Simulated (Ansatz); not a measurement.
# ClFGeH3O with multiplicity 2: two geometries relaxed, part 2 of 2

Are the two ends of the reaction (atom abstraction by a radical) separate minima, and which lies lower? Each is relaxed from a guess. Meant to form: Cl2–O6; to break: Ge1–Cl2. The start is a guess near the saddle point, from which both ends are pulled out.

Ansatz 0.2.0; UKS B3LYP/def2-SVP.

## (6) End point B

It starts where the restrained run ended.

Contents of input.yaml:

```yaml
crystal:
  periodic: [false, false, false]
  atoms:
    - { symbol: Ge, position_ang: [0.013484, -0.000908, -0.280441] }
    - { symbol: Cl, position_ang: [-0.105105, 0.177242, 3.130516] }
    - { symbol: H, position_ang: [1.489433, 0.037815, -0.77641] }
    - { symbol: F, position_ang: [-0.778307, 1.369855, -1.037152] }
    - { symbol: H, position_ang: [-0.764916, -1.258257, -0.773137] }
    - { symbol: O, position_ang: [0.121694, -0.176759, 4.729863] }
    - { symbol: H, position_ang: [-0.550384, -0.843988, 4.94206] }
magnetization:
  spin_polarized: true
  initial_magnetization: 1
basis:
  gaussian: { orbitals: def2-SVP }
hamiltonian:
  xc: b3lyp
relax:
  f_tol: 0.03
  max_steps: 50
```

Launch:

```
$ ansatz run input.yaml --threads 4 --pin off --max-ram 5120MiB --backend cpu --events-out ev --progress --plain --runs-dir out
```

The log of the run, shortened:

```text
Warning: RAYON_NUM_THREADS=4 ignored (pool sized by the plan → 4); use --threads N
[...]
Functional definition: B3LYP
[...]
963 factors; integrals over basis functions are off by at most 2.0e-4 eV
[...]
mean field -73837.82813105 eV, -2713.4901347385 hartree, gradient 4.2e-5 eV, S^2 0.751984; 0 other end points of the search recorded, 0 dependent functions left out
[...]
reference -73837.82837357 eV, -2713.4901436510 hartree; 35, 34 occupied and 58, 59 virtual orbitals, 963 factors
relax step   1: F+E_penalty+E_count = -73837.82813105 eV  Δ(F+E_penalty+E_count) = +0.000e0 eV  max|allowed force component| = 1.912e0 eV/Å  Δτ_max = 0.0000 Å  (34 SCF iters, accepted)
[...]
relax step   8: F+E_penalty+E_count = -73839.64820512 eV  Δ(F+E_penalty+E_count) = -1.610e-1 eV  max|allowed force component| = 4.742e-1 eV/Å  Δτ_max = 0.1976 Å  (64 SCF iters, accepted)
[...]
relax step  15: F+E_penalty+E_count = -73839.70036155 eV  Δ(F+E_penalty+E_count) = -2.388e-3 eV  max|allowed force component| = 9.208e-2 eV/Å  Δτ_max = 0.0480 Å  (128 SCF iters, accepted)
[...]
relax step  22: F+E_penalty+E_count = -73839.71640037 eV  Δ(F+E_penalty+E_count) = +4.009e-3 eV  max|allowed force component| = 8.642e-1 eV/Å  Δτ_max = 0.1235 Å  (126 SCF iters, rejected (line search))
[...]
relax step  29: F+E_penalty+E_count = -73839.75387813 eV  Δ(F+E_penalty+E_count) = -1.280e-3 eV  max|allowed force component| = 5.515e-1 eV/Å  Δτ_max = 0.1024 Å  (125 SCF iters, accepted)
relax step  30: F+E_penalty+E_count = -73839.76729604 eV  Δ(F+E_penalty+E_count) = -1.342e-2 eV  max|allowed force component| = 5.080e-2 eV/Å  Δτ_max = 0.1271 Å  (115 SCF iters, accepted)
```

## (7) The output, continued: end point B relaxed

Output, continued, shortened:

```text
relax step  31: F+E_penalty+E_count = -73839.76774986 eV  Δ(F+E_penalty+E_count) = -4.538e-4 eV  max|allowed force component| = 3.523e-2 eV/Å  Δτ_max = 0.0138 Å  (126 SCF iters, accepted)
[...]
relax step  34: F+E_penalty+E_count = -73839.81479801 eV  Δ(F+E_penalty+E_count) = -2.425e-2 eV  max|allowed force component| = 4.437e-1 eV/Å  Δτ_max = 0.1974 Å  (103 SCF iters, accepted)
[...]
relax step  37: F+E_penalty+E_count = -73839.90415310 eV  Δ(F+E_penalty+E_count) = -3.873e-2 eV  max|allowed force component| = 1.559e-1 eV/Å  Δτ_max = 0.1859 Å  (60 SCF iters, accepted)
[...]
relax step  40: F+E_penalty+E_count = -73839.90482782 eV  Δ(F+E_penalty+E_count) = +4.215e-2 eV  max|allowed force component| = 1.218e0 eV/Å  Δτ_max = 0.1673 Å  (103 SCF iters, rejected (line search))
[...]
reference -73839.95289417 eV, -2713.5682183431 hartree; 35, 34 occupied and 58, 59 virtual orbitals, 961 factors
Total energy: -73839.95289417 eV, -2713.5682183431 hartree
Atom 0 at    -0.137505    -0.013910     0.618100 Å, force    -0.000318     0.003573     0.009908 eV/Å
Atom 1 at    -0.575490     1.590664     2.041993 Å, force    -0.000090    -0.001323    -0.003813 eV/Å
Atom 2 at     1.354735    -0.341142     0.666041 Å, force    -0.000122     0.000364    -0.001780 eV/Å
Atom 3 at    -0.421661     0.713747    -0.942722 Å, force     0.000314    -0.001067    -0.002832 eV/Å
Atom 4 at    -1.181484    -1.120627     0.764316 Å, force    -0.000926     0.000262    -0.002402 eV/Å
Atom 5 at     0.326672    -1.209054     3.235780 Å, force    -0.000405     0.001408     0.000777 eV/Å
Atom 6 at     0.060632    -0.314678     3.551791 Å, force     0.001547    -0.003218     0.000141 eV/Å
Dipole moment:     0.077541    -0.219226     0.290942 e Å
```

Wall time 3.8 min (4 threads of Arm Neoverse V1, shared host); peak memory 0.34 GiB.

The steps of the relaxation, one in 2:

```
step  energy from step 1 (eV)  largest force component (eV/Å)
   1                   0.0000                          1.9116
   3                  -0.1559                          1.3615
   5                  -0.8082                          3.3593
   7                  -1.6591                          2.0904
   9                  -1.8491                          0.6623
  11                  -1.8657                          0.1979
  13                  -1.8698                          0.1057
  15                  -1.8722                          0.0921
  17                  -1.8770                          0.3339
  19                  -1.8814                          0.2342
  21                  -1.8923                          0.1376
  23                  -1.8967                          0.1503
  25                  -1.9114                          0.1369
  27                  -1.9183                          0.1071
  29                  -1.9257                          0.5515
  31                  -1.9396                          0.0352
  33                  -1.9624                          0.5284
  35                  -2.0066                          0.7266
  37                  -2.0760                          0.1559
  39                  -2.1188                          0.2320
  41                  -2.1243                          0.0490
  43                  -2.1245                          0.0099
```

Step 1 is the start. 6 steps were tried and not accepted (12, 14, 18, 22, 26, 40; marked x where the table lists them).

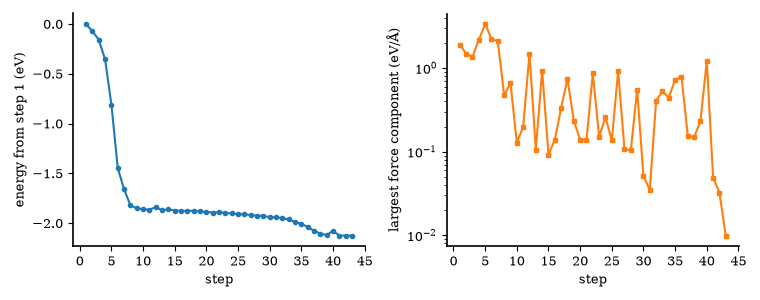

How energy and force went from step to step.

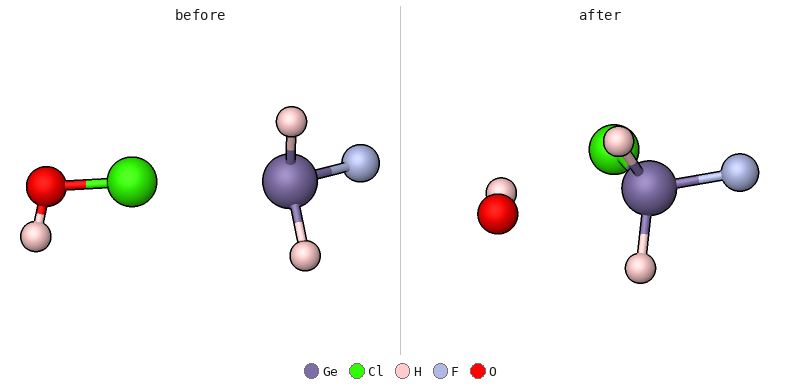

The structure before (left) and after (right), drawn at the same scale.

After: Bond lengths: Ge1–Cl2 2.190 Å, Ge1–H3 1.528 Å, Ge1–F4 1.745 Å, Ge1–H5 1.528 Å, O6–H7 0.985 Å. Angles: Cl2–Ge1–H3 109.4°, Cl2–Ge1–F4 104.1°, Cl2–Ge1–H5 109.4°, H3–Ge1–F4 106.0°, H3–Ge1–H5 120.6°, F4–Ge1–H5 106.0°.

Pairs that crossed the distance rule for bonds on the way: came closer Ge1–Cl2; moved apart Cl2–O6.

## (8) Results

This closing draws on all 2 parts.

| quantity | value |
| --- | --- |
| end A | 35 moves, 0.287 eV lower |
| end B | 36 moves, 2.125 eV lower |
| largest difference between the ends | 0.01 Å |
| end B relative to end A | +0.000 eV |

**Reading.** Both starts fell into the same minimum (no atom differs by more than 0.01 Å), so from this start no second minimum was found and no band was run; another arrangement could still be one.
